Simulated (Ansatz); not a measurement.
# Zn3WS4: relaxing a made-up structure

This structure for Zn3WS4 is made up. Its elements were placed in a known structure type with a cell scaled to their sizes. What cell does the guess relax to, and how far off was it?

Calculated with Ansatz 0.2.0; DFT, PBE, plane-wave PAW, files of the set soft_1, scalar-relativistic, no spin, cell and ions relaxed at zero pressure; PAW set soft_1, in the first sound run; inputs show where later runs differ.

## 1. The starting structure

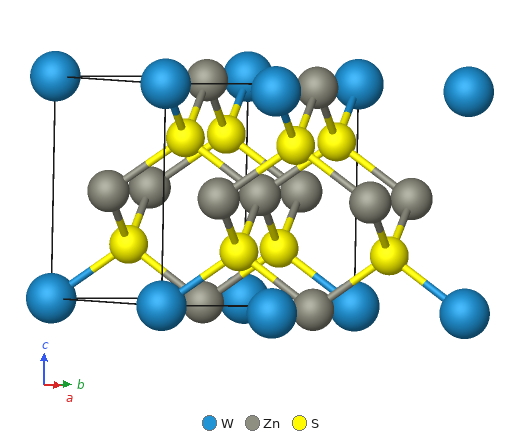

The starting structure, seen slightly off an axis (tungsten blue, zinc grey, sulfur yellow). 2×1×1 cells are drawn. Bonds to atoms that aren't drawn are left out. Some periodic images of atoms are drawn too.

Structure file:

```cif
data_structure
_symmetry_space_group_name_H-M 'P 1'
_symmetry_Int_Tables_number 1
_cell_length_a 5.6480
_cell_length_b 5.6480
_cell_length_c 5.6480
_cell_angle_alpha 90.000
_cell_angle_beta 90.000
_cell_angle_gamma 90.000
_cell_volume 180.17
loop_
_atom_site_label
_atom_site_type_symbol
_atom_site_fract_x
_atom_site_fract_y
_atom_site_fract_z
_atom_site_occupancy
W1 W 0.00000 0.00000 0.00000 1
Zn2 Zn 0.00000 0.50000 0.50000 1
Zn3 Zn 0.50000 0.00000 0.50000 1
Zn4 Zn 0.50000 0.50000 0.00000 1
S5 S 0.25190 0.25190 0.25190 1
S6 S 0.25190 0.74810 0.74810 1
S7 S 0.74810 0.25190 0.74810 1
S8 S 0.74810 0.74810 0.25190 1
```

## 2. Relaxation of the guess

The guessed cell has no reason to be at equilibrium. It is relaxed with the atoms, within the space group of the guess.

input.yaml reads:

```yaml
crystal:
  lattice:
    - [5.648, 0.0, 0.0]
    - [0.0, 5.648, 0.0]
    - [0.0, 0.0, 5.648]
  atoms:
    - { symbol: W, position: [0.0, 0.0, 0.0] }
    - { symbol: Zn, position: [0.0, 0.5, 0.5] }
    - { symbol: Zn, position: [0.5, 0.0, 0.5] }
    - { symbol: Zn, position: [0.5, 0.5, 0.0] }
    - { symbol: S, position: [0.2519, 0.2519, 0.2519] }
    - { symbol: S, position: [0.2519, 0.7481, 0.7481] }
    - { symbol: S, position: [0.7481, 0.2519, 0.7481] }
    - { symbol: S, position: [0.7481, 0.7481, 0.2519] }
kpoints:
  mp_grid: { grid: [5, 5, 5] }
scf:
  occupations: { method: fermi_dirac, width: 0.05 }
hamiltonian:
  xc: pbe
  pseudopotentials: { kind: paw, azcp: { folder: soft_1 } }
relax:
  f_tol: 0.015
  max_steps: 70
  cell: {}
output:
  forces: true
  stress: true
```

Started as:

```
$ ansatz run input.yaml --threads 4 --pin off --max-ram 10240MiB --backend cpu --events-out ev --progress --plain --runs-dir out
```

Numbers of over 12 decimals in the logs are rounded to 6 here.

What it wrote:

```text
Engine: ansatz 0.2.0, aarch64-unknown-linux-gnu
Pseudopotentials: kind: paw
Pseudopotential: W, paw, valence charge 14, recommended cutoff 420 eV (normal), soft_1/W.paw.azcp
Pseudopotential: Zn, paw, valence charge 12, recommended cutoff 420 eV (normal), soft_1/Zn.paw.azcp
Pseudopotential: S, paw, valence charge 6, recommended cutoff 420 eV (normal), soft_1/S.paw.azcp
Functional definition: PBE
  parameter kappa = 0.804
  parameter beta = 0.066725
  exchange = pbe_x(kappa = kappa, mu = beta*pi^2/3)
  correlation = pbe_c(beta = beta)
Crystal: 8 atoms, lattice volume = 180.171 Å³
Basis set: ecut = 420 eV, 3575 PW (Γ), exchange–correlation on 80×80×80 points (8 copies of the dense FFT grid, shifted against one another)
Bands: 45, of which v1, the nominal top of the filled ones, is band 37 counted from 1 (36 counted from 0)
Symmetry: 24 space group operations
Space group: P-43m (ITA 215), of the structure as read, at distance tolerance 5.6e-5 Å
k-points: 10 of 125 (time reversal used)
Non-local potential: W, projectors of the file, l = 0: 3, l = 1: 2, l = 2: 2, l = 3: 1
Non-local potential: Zn, projectors of the file, l = 0: 2, l = 1: 2, l = 2: 3, l = 3: 1
Non-local potential: S, projectors of the file, l = 0: 2, l = 1: 2, l = 2: 1
PAW form: soft (Blöchl's): semilocal exchange-correlation on the pseudo side does not see the compensation charge
PAW one-centre angular grid: W, 590 points (default); XC on 64 Gauss nodes
PAW one-centre angular grid: Zn, 590 points (default); XC on 64 Gauss nodes
PAW one-centre angular grid: S, 110 points (default); XC on 64 Gauss nodes
Initial density: superposition of atomic densities (chi_scale 0.1, normalization cell, long waves kept (reshape's long-wave potential 0.02 eV rms))
Initial wavefunctions: pseudopotential atomic-orbital guess
Functional: x = pbe(κ = 0.804, μ = 0.219515), c = pbe(β = 0.066725)
SCF iter   1: F=—  HF=-23953.933714 eV  |F-HF|=—  |Δ(HF+E_count)|=         —  Δρ=5.58e-2  dr2=6.22e0  ethr=3.10e-3  ⟨swp⟩=9.7  Hψ=2149  notcnv=0
preconditioner: auto → Kerker (q_TF=auto, 2.352 Å⁻¹)  [metal: Δε(μ)=0.070 eV  Ē_g=9.691 eV  σ=0.050 eV  W_gap=0.30  n_scr=32 (ndim 8)  ℏωp=22.5 eV  f_vac=0.001  D(μ)=7.94/eV (n_scr^D=80)]
SCF iter   2: F=—  HF=-23953.106241 eV  |F-HF|=—  |Δ(HF+E_count)|=   8.27e-1  Δρ=2.38e-2  dr2=1.46e0  ethr=3.10e-3  ⟨swp⟩=2.9  Hψ=919  notcnv=0
SCF iter   3: F=—  HF=-23952.934748 eV  |F-HF|=—  |Δ(HF+E_count)|=   1.71e-1  Δρ=1.44e-2  dr2=4.18e-1  ethr=1.97e-3  ⟨swp⟩=2.0  Hψ=820  notcnv=0
SCF iter   4: F=—  HF=-23952.876164 eV  |F-HF|=—  |Δ(HF+E_count)|=   5.86e-2  Δρ=5.82e-3  dr2=4.83e-2  ethr=5.65e-4  ⟨swp⟩=3.0  Hψ=945  notcnv=0  defer=1
SCF iter   5: F=—  HF=-23952.885464 eV  |F-HF|=—  |Δ(HF+E_count)|=   9.30e-3  Δρ=1.30e-3  dr2=3.54e-3  ethr=6.52e-5  ⟨swp⟩=2.4  Hψ=801  notcnv=0  defer=1
SCF iter   6: F=—  HF=-23952.887850 eV  |F-HF|=—  |Δ(HF+E_count)|=   2.39e-3  Δρ=7.97e-4  dr2=1.38e-3  ethr=4.78e-6  ⟨swp⟩=2.9  Hψ=764  notcnv=0  defer=1
SCF iter   7: F=—  HF=-23952.889015 eV  |F-HF|=—  |Δ(HF+E_count)|=   1.17e-3  Δρ=2.06e-4  dr2=5.84e-5  ethr=1.87e-6  ⟨swp⟩=2.1  Hψ=790  notcnv=0  defer=1
SCF iter   8: F=—  HF=-23952.889250 eV  |F-HF|=—  |Δ(HF+E_count)|=   2.35e-4  Δρ=5.81e-5  dr2=7.38e-6  ethr=7.89e-8  ⟨swp⟩=2.0  Hψ=793  notcnv=0  defer=1
SCF iter   9: F=—  HF=-23952.889255 eV  |F-HF|=—  |Δ(HF+E_count)|=   5.22e-6  Δρ=1.58e-5  dr2=9.00e-7  ethr=9.97e-9  ⟨swp⟩=2.0  Hψ=743  notcnv=0  defer=1
SCF iter  10: F=—  HF=-23952.889256 eV  |F-HF|=—  |Δ(HF+E_count)|=   7.73e-7  Δρ=5.14e-6  dr2=1.23e-7  ethr=1.22e-9  ⟨swp⟩=2.0  Hψ=796  notcnv=0  defer=1
SCF iter  11: F=-23952.889256 eV  HF=-23952.889256 eV  |F-HF|=4.02e-9  |Δ(HF+E_count)|=   1.08e-7  Δρ=2.32e-6  dr2=1.68e-8  ethr=1.35e-10  ⟨swp⟩=5.0  Hψ=1617  notcnv=0
SCF 1 converged in 11 iterations: F = -23952.889256 eV  dr2 = 1.68e-8
  greatest PAW one-centre occupation: 0.999 electrons in one spin orbital (limit 2), on the W atom at site 0 (counted from 0), in its partial waves of l = 0
relax step   1: F+E_penalty+E_count = -23952.88925615 eV  Δ(F+E_penalty+E_count) = +0.000e0 eV  max|allowed force component| = 6.324e-1 eV/Å  Δτ_max = 0.0000 Å  P = -6.494 GPa  Ω = 180.171 Å³  (11 SCF iters, dr2 threshold 1.00e-7 eV, accepted)
Crystal: 8 atoms, lattice volume = 165.688 Å³
Basis set: ecut = 420 eV, 3239 PW (Γ), exchange–correlation on 80×80×80 points (8 copies of the dense FFT grid, shifted against one another)
Initial density: handed on by an earlier stage of this run
Initial wavefunctions: those handed on with the density
iter 1 solved again at ethr=1.83e-4 eV; its pass at ethr=3.10e-3 eV (dr2=1.36e-1 eV) is discarded
SCF iter   1: F=—  HF=-23953.397080 eV  |F-HF|=—  |Δ(HF+E_count)|=         —  Δρ=8.41e-3  dr2=1.39e-1  ethr=1.83e-4  ⟨swp⟩=2.2  Hψ=2447  notcnv=0
preconditioner: auto → Kerker (q_TF=auto, 2.385 Å⁻¹)  [metal: Δε(μ)=0.071 eV  Ē_g=9.281 eV  σ=0.050 eV  W_gap=0.31  n_scr=32 (ndim 8)  ℏωp=23.4 eV  f_vac=0.010  D(μ)=6.60/eV (n_scr^D=56)]
SCF iter   2: F=—  HF=-23953.383201 eV  |F-HF|=—  |Δ(HF+E_count)|=   1.39e-2  Δρ=5.07e-3  dr2=5.75e-2  ethr=1.83e-4  ⟨swp⟩=1.0  Hψ=450  notcnv=0
SCF iter   3: F=—  HF=-23953.374284 eV  |F-HF|=—  |Δ(HF+E_count)|=   8.92e-3  Δρ=7.51e-4  dr2=8.74e-4  ethr=7.77e-5  ⟨swp⟩=2.2  Hψ=635  notcnv=0
SCF iter   4: F=—  HF=-23953.374628 eV  |F-HF|=—  |Δ(HF+E_count)|=   3.44e-4  Δρ=8.23e-4  dr2=6.96e-4  ethr=1.18e-6  ⟨swp⟩=2.9  Hψ=927  notcnv=0
SCF iter   5: F=—  HF=-23953.374515 eV  |F-HF|=—  |Δ(HF+E_count)|=   1.12e-4  Δρ=1.79e-4  dr2=7.96e-5  ethr=9.41e-7  ⟨swp⟩=2.0  Hψ=718  notcnv=0
SCF iter   6: F=—  HF=-23953.374591 eV  |F-HF|=—  |Δ(HF+E_count)|=   7.59e-5  Δρ=6.90e-5  dr2=8.76e-6  ethr=1.08e-7  ⟨swp⟩=2.3  Hψ=829  notcnv=0
SCF iter   7: F=—  HF=-23953.374602 eV  |F-HF|=—  |Δ(HF+E_count)|=   1.11e-5  Δρ=1.67e-5  dr2=8.22e-7  ethr=1.18e-8  ⟨swp⟩=2.0  Hψ=785  notcnv=0
SCF iter   8: F=-23953.374603 eV  HF=-23953.374603 eV  |F-HF|=5.80e-8  |Δ(HF+E_count)|=   6.41e-7  Δρ=8.58e-6  dr2=8.42e-8  ethr=1.08e-9  ⟨swp⟩=5.0  Hψ=1706  notcnv=0
SCF 2 converged in 8 iterations: F = -23953.374603 eV  dr2 = 8.42e-8
relax step   2: F+E_penalty+E_count = -23953.37460295 eV  Δ(F+E_penalty+E_count) = -4.853e-1 eV  max|allowed force component| = 2.640e-1 eV/Å  Δτ_max = 0.0988 Å  P = +0.361 GPa  Ω = 165.688 Å³  energy of the carried Pulay correction = +5.461e-3 eV  (8 SCF iters, dr2 threshold 8.00e-7 eV, accepted)
Crystal: 8 atoms, lattice volume = 166.108 Å³
iter 1 solved again at ethr=9.17e-6 eV; its pass at ethr=3.10e-3 eV (dr2=6.78e-3 eV) is discarded
SCF iter   1: F=—  HF=-23953.401250 eV  |F-HF|=—  |Δ(HF+E_count)|=         —  Δρ=2.20e-3  dr2=6.16e-3  ethr=9.17e-6  ⟨swp⟩=2.9  Hψ=2253  notcnv=0
preconditioner: auto → LDOS  [metal: Δε(μ)=0.050 eV  Ē_g=9.273 eV  σ=0.050 eV  W_gap=0.24  n_scr=32 (ndim 8)  ℏωp=23.4 eV  f_vac=0.012  D(μ)=6.43/eV (n_scr^D=56)  β→1.0]
SCF iter   2: F=—  HF=-23953.401003 eV  |F-HF|=—  |Δ(HF+E_count)|=   2.47e-4  Δρ=9.39e-4  dr2=9.71e-4  ethr=8.32e-6  ⟨swp⟩=2.0  Hψ=736  notcnv=0
SCF iter   3: F=—  HF=-23953.401148 eV  |F-HF|=—  |Δ(HF+E_count)|=   1.45e-4  Δρ=9.99e-4  dr2=8.93e-4  ethr=1.31e-6  ⟨swp⟩=2.0  Hψ=743  notcnv=0
SCF iter   4: F=—  HF=-23953.400758 eV  |F-HF|=—  |Δ(HF+E_count)|=   3.89e-4  Δρ=1.42e-4  dr2=9.65e-5  ethr=1.21e-6  ⟨swp⟩=2.0  Hψ=654  notcnv=0
SCF iter   5: F=—  HF=-23953.400735 eV  |F-HF|=—  |Δ(HF+E_count)|=   2.36e-5  Δρ=8.39e-5  dr2=2.68e-5  ethr=1.30e-7  ⟨swp⟩=1.9  Hψ=509  notcnv=0
SCF iter   6: F=—  HF=-23953.400732 eV  |F-HF|=—  |Δ(HF+E_count)|=   2.78e-6  Δρ=1.94e-5  dr2=1.26e-6  ethr=3.62e-8  ⟨swp⟩=2.0  Hψ=525  notcnv=0
SCF iter   7: F=-23953.400732 eV  HF=-23953.400732 eV  |F-HF|=2.89e-9  |Δ(HF+E_count)|=   2.48e-8  Δρ=3.79e-6  dr2=4.02e-8  ethr=1.08e-9  ⟨swp⟩=4.9  Hψ=1692  notcnv=0
SCF 3 converged in 7 iterations: F = -23953.400732 eV  dr2 = 4.02e-8
relax step   3: F+E_penalty+E_count = -23953.40073212 eV  Δ(F+E_penalty+E_count) = -2.613e-2 eV  max|allowed force component| = 1.288e-8 eV/Å  Δτ_max = 0.0306 Å  P = -0.687 GPa  Ω = 166.108 Å³  energy of the carried Pulay correction = +5.296e-3 eV  (7 SCF iters, dr2 threshold 8.00e-7 eV, accepted)
Crystal: 8 atoms, lattice volume = 164.351 Å³
Basis set: ecut = 420 eV, 3191 PW (Γ), exchange–correlation on 80×80×80 points (8 copies of the dense FFT grid, shifted against one another)
iter 1 solved again at ethr=1.32e-6 eV; its pass at ethr=3.10e-3 eV (dr2=9.76e-4 eV) is discarded
SCF iter   1: F=—  HF=-23953.405520 eV  |F-HF|=—  |Δ(HF+E_count)|=         —  Δρ=6.33e-4  dr2=8.23e-4  ethr=1.32e-6  ⟨swp⟩=3.6  Hψ=2356  notcnv=0
preconditioner: auto → LDOS  [metal: Δε(μ)=0.073 eV  Ē_g=9.323 eV  σ=0.050 eV  W_gap=0.34  n_scr=32 (ndim 8)  ℏωp=23.5 eV  f_vac=0.010  D(μ)=6.23/eV (n_scr^D=56)  β→1.0]
SCF iter   2: F=—  HF=-23953.405458 eV  |F-HF|=—  |Δ(HF+E_count)|=   6.22e-5  Δρ=3.15e-4  dr2=1.98e-4  ethr=1.11e-6  ⟨swp⟩=2.2  Hψ=743  notcnv=0
SCF iter   3: F=—  HF=-23953.405492 eV  |F-HF|=—  |Δ(HF+E_count)|=   3.39e-5  Δρ=4.47e-4  dr2=2.28e-4  ethr=2.67e-7  ⟨swp⟩=2.0  Hψ=742  notcnv=0
SCF iter   4: F=—  HF=-23953.405424 eV  |F-HF|=—  |Δ(HF+E_count)|=   6.84e-5  Δρ=1.11e-4  dr2=3.40e-5  ethr=2.67e-7  ⟨swp⟩=2.0  Hψ=726  notcnv=0
SCF iter   5: F=—  HF=-23953.405419 eV  |F-HF|=—  |Δ(HF+E_count)|=   5.10e-6  Δρ=4.90e-5  dr2=5.97e-6  ethr=4.59e-8  ⟨swp⟩=2.0  Hψ=741  notcnv=0
SCF iter   6: F=-23953.405417 eV  HF=-23953.405417 eV  |F-HF|=1.21e-7  |Δ(HF+E_count)|=   1.29e-6  Δρ=9.60e-6  dr2=3.28e-7  ethr=1.08e-9  ⟨swp⟩=3.6  Hψ=2050  notcnv=0
SCF 4 converged in 6 iterations: F = -23953.405417 eV  dr2 = 3.28e-7
relax step   4: F+E_penalty+E_count = -23953.40541712 eV  Δ(F+E_penalty+E_count) = -4.685e-3 eV  max|allowed force component| = 2.956e-3 eV/Å  Δτ_max = 0.0055 Å  P = -0.043 GPa  Ω = 164.351 Å³  energy of the carried Pulay correction = +5.988e-3 eV  (6 SCF iters, dr2 threshold 8.00e-7 eV, accepted)
Initial wavefunctions: pseudopotential atomic-orbital guess (no wavefunctions were taken with the density)
iter 1 solved again at ethr=1.85e-7 eV; its pass at ethr=3.10e-3 eV (dr2=1.37e-4 eV) is discarded
SCF iter   1: F=—  HF=-23953.399419 eV  |F-HF|=—  |Δ(HF+E_count)|=         —  Δρ=2.28e-4  dr2=2.88e-5  ethr=1.85e-7  ⟨swp⟩=3.9  Hψ=3706  notcnv=0
preconditioner: auto → LDOS  [metal: Δε(μ)=0.071 eV  Ē_g=9.326 eV  σ=0.050 eV  W_gap=0.33  n_scr=32 (ndim 8)  ℏωp=23.5 eV  f_vac=0.012  D(μ)=6.23/eV (n_scr^D=56)  β→1.0]
SCF iter   2: F=—  HF=-23953.399473 eV  |F-HF|=—  |Δ(HF+E_count)|=   5.42e-5  Δρ=3.63e-4  dr2=1.24e-4  ethr=3.89e-8  ⟨swp⟩=2.2  Hψ=799  notcnv=0
SCF iter   3: F=—  HF=-23953.399468 eV  |F-HF|=—  |Δ(HF+E_count)|=   4.81e-6  Δρ=3.57e-4  dr2=1.00e-4  ethr=3.89e-8  ⟨swp⟩=3.1  Hψ=986  notcnv=0
SCF iter   4: F=—  HF=-23953.399422 eV  |F-HF|=—  |Δ(HF+E_count)|=   4.66e-5  Δρ=1.04e-4  dr2=9.02e-6  ethr=3.89e-8  ⟨swp⟩=2.0  Hψ=726  notcnv=0
SCF iter   5: F=—  HF=-23953.399423 eV  |F-HF|=—  |Δ(HF+E_count)|=   1.72e-6  Δρ=1.94e-5  dr2=5.05e-7  ethr=1.22e-8  ⟨swp⟩=2.0  Hψ=608  notcnv=0
SCF iter   6: F=—  HF=-23953.399419 eV  |F-HF|=—  |Δ(HF+E_count)|=   3.97e-6  Δρ=2.69e-6  dr2=1.57e-8  ethr=6.83e-10  ⟨swp⟩=2.0  Hψ=736  notcnv=0
SCF iter   7: F=—  HF=-23953.399419 eV  |F-HF|=—  |Δ(HF+E_count)|=   1.68e-9  Δρ=8.13e-7  dr2=1.58e-9  ethr=2.13e-11  ⟨swp⟩=2.0  Hψ=767  notcnv=0
SCF iter   8: F=-23953.399419 eV  HF=-23953.399419 eV  |F-HF|=1.46e-11  |Δ(HF+E_count)|=  9.46e-11  Δρ=1.66e-7  dr2=7.35e-11  ethr=1.00e-12  ⟨swp⟩=4.0  Hψ=2259  notcnv=0
SCF 5 converged in 8 iterations: F = -23953.399419 eV  dr2 = 7.35e-11
relax step   5: F+E_penalty+E_count = -23953.39941938 eV  Δ(F+E_penalty+E_count) = +5.998e-3 eV  max|allowed force component| = 2.807e-3 eV/Å  Δτ_max = 0.0000 Å  P = -0.046 GPa  Ω = 164.351 Å³  stress off target by 4.61e-2 GPa  SCF on the basis re-selected at this cell (its energy is not comparable with the rows above)  (8 SCF iters)
basis re-selected at this cell: Δ(F+E_penalty+E_count) = +5.998e-3 eV, ΔP = -0.003 GPa vs the last step (what re-selecting the basis moved, of the pressure what is left beyond the Pulay correction that the steps carried, after the strain that the cell walked since its last selection, with what the two solves' SCF thresholds leave and, on support functions, any second-order correction that the steps lacked; it is no m [...]
SCF converged after 8 iterations
Free energy (F): -23953.399419 eV
Harris-Foulkes:  -23953.399419 eV  (|F-HF|=1.46e-11)
Internal energy: -23953.347825 eV  (E = F + TS)
E sigma→0 (E₀):  -23953.373622 eV
Entropy (-TS):   -0.051594 eV (-6.449 meV/atom)
Fermi energy:    8.688315 eV
--- Per-component energies (eV) ---
  E_band       = -218.115180
  E_kinetic    = 1288.154035
  E_local      = -8058.081020  (includes V_loc(G=0)·N_el)
  E_nonlocal   = 2572.707422
  E_hartree    = 3075.682768
  E_xc         = -856.117361
  E_vxc        = -711.889438  (∫ρ·V_xc dr)
  E_paw        = -16704.997063  (= ΣΔE_a)
  E_vpaw       = -1460.370694  (= ΣTr[D̂ρ^β])
  E_aug_tail   = -0.000620  (compensation charges beyond the density's cutoff)
  E_ewald      = -5270.695986
  E_smearing   = -0.051594  (= −TS)
  E_closure    = -0.000000  (closes the sum)
  Σ components = -23953.399419   (vs F -23953.399419, Δ=0.00e0)
--- Forces (eV/Å), atoms counted from 1 ---
  atom   1  W      0.00000000    -0.00000000     0.00000000
  atom   2  Zn     0.00000000     0.00000000    -0.00000000
  atom   3  Zn     0.00000000     0.00000000     0.00000000
  atom   4  Zn    -0.00000000    -0.00000000     0.00000000
  atom   5  S     -0.00280744    -0.00280744    -0.00280744
  atom   6  S     -0.00280744     0.00280744     0.00280744
  atom   7  S      0.00280744    -0.00280744     0.00280744
  atom   8  S      0.00280744     0.00280744    -0.00280744
  max |Σ_I F_I| component: 4.73e-17 eV/Å
--- Stress (GPa, compression-positive) ---
       -0.046090      -0.000000       0.000000
        0.000000      -0.046090       0.000000
        0.000000      -0.000000      -0.046090
  P = ⅓ Tr σ = -0.0461 GPa (-0.461 kbar)
--- Relaxed structure (4 steps of the walk, 4 accepted, 1 SCFs on fresh bases) ---
  F+E_penalty+E_count = -23953.39941938 eV   max|allowed force component| = 2.807e-3 eV/Å   (the final SCF, on the basis selected at the relaxed cell)
  cell:  # Å, volume = 164.3507 Å³
    - [5.477602, 0, 0]
    - [0, 5.477602, 0]
    - [0, 0, 5.477602]
  atoms:
    - { symbol: W, position: [-6.6226938652177705e-19, -3.263356397353678e-19, 3.1673753268432746e-19] }
    - { symbol: Zn, position: [-6.622693865217764e-19, 0.5, 0.5] }
    - { symbol: Zn, position: [0.5, -3.2633563973536775e-19, 0.5] }
    - { symbol: Zn, position: [0.5, 0.5, 3.1673753268432765e-19] }
    - { symbol: S, position: [0.245484, 0.245484, 0.245484] }
    - { symbol: S, position: [0.245484, 0.754516, 0.754516] }
    - { symbol: S, position: [0.754516, 0.245484, 0.754516] }
    - { symbol: S, position: [0.754516, 0.754516, 0.245484] }
```

Elapsed: 13 s, on 4 threads of Arm Neoverse V1, shared host; peak memory 0.51 GiB; 50 s of CPU time.

Step by step:

```tsv
step	energy less that of the first step (eV)	largest force component (eV/Å)	pressure (GPa)	volume (Å³)
1	0.0000	0.6324	-6.49	180.17
2	-0.4853	0.2640	0.36	165.69
3	-0.5115	0.0000	-0.69	166.11
4	-0.5162	0.0030	-0.04	164.35
5*	-0.5102	0.0028	-0.05	164.35
```

Relaxation steps marked * repeat the geometry before them on a plane-wave basis chosen anew for their cell, so energy and pressure can jump there.

Forces are held to the 24 operations that the run works with; a distortion that breaks them can't arise in this run.

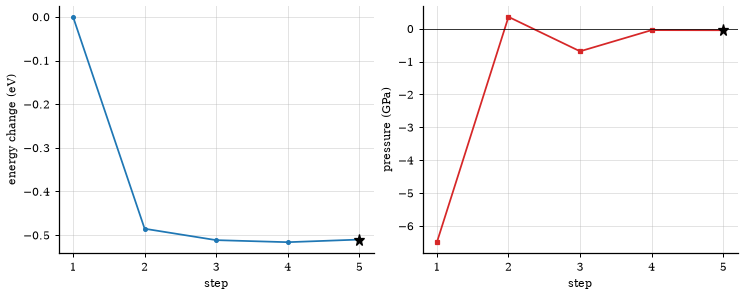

Energy and pressure along the relaxation. Stars mark steps on a basis chosen anew.

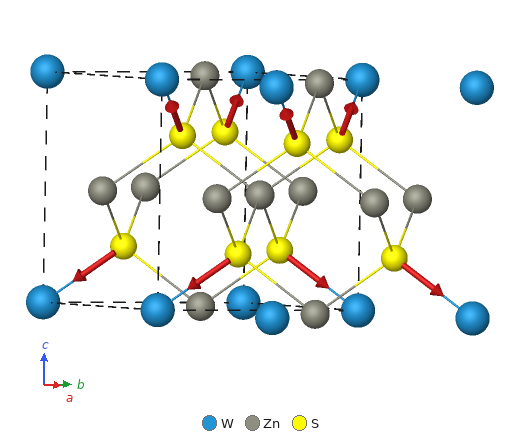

Displacements in the relaxation, exaggerated, measured against the changing cell; the longest in the cell stands for 0.06 Å. Bonds to atoms that aren't drawn are left out. 2×1×1 cells are drawn. Some periodic images of atoms are drawn too.

```tsv
conventional cell, symmetrised	before	after	change
a (Å)	5.648	5.478	-3.0 %
b (Å)	5.648	5.478	-3.0 %
c (Å)	5.648	5.478	-3.0 %
volume (Å³/atom)	22.52	20.54	-8.8 %
```

The atoms that moved most (Å, as changes of fractional coordinates times the final cell):

```tsv
atom	dx	dy	dz	length
S5	-0.035	-0.035	-0.035	0.061
S8	0.035	0.035	-0.035	0.061
S6	-0.035	0.035	0.035	0.061
S7	0.035	-0.035	0.035	0.061
```

This step gave:

- free energy: -23953.3994 eV
- energy at zero smearing: -23953.3736 eV
- smearing term TS: 0.05159 eV
- Fermi energy: 8.688 eV
- electrons: 74
- symmetry operations: 24
- pressure: -0.04609 GPa

The shortest distance of each pair, which need not be the same contact before and after:

```tsv
pair	guess (Å)	relaxed (Å)
S–W	2.464	2.329
S–Zn	2.440	2.386
S–S	3.963	3.803
W–Zn	3.994	3.873
Zn–Zn	3.994	3.873
```

The relaxation ends with a largest force component of 0.0028 eV/Å and a pressure of -0.05 GPa.

[end of part 1 of 2]

[Logs are printed without paths, hosts, clocks, repeated set-up lines and the standing remarks that a program may print on its own settings, such as how far it seeks lower states.]

[Hosts, paths, dates, database ids (printed as entryN), source tags and the programs' standing remarks are cut or masked in the printed files.]
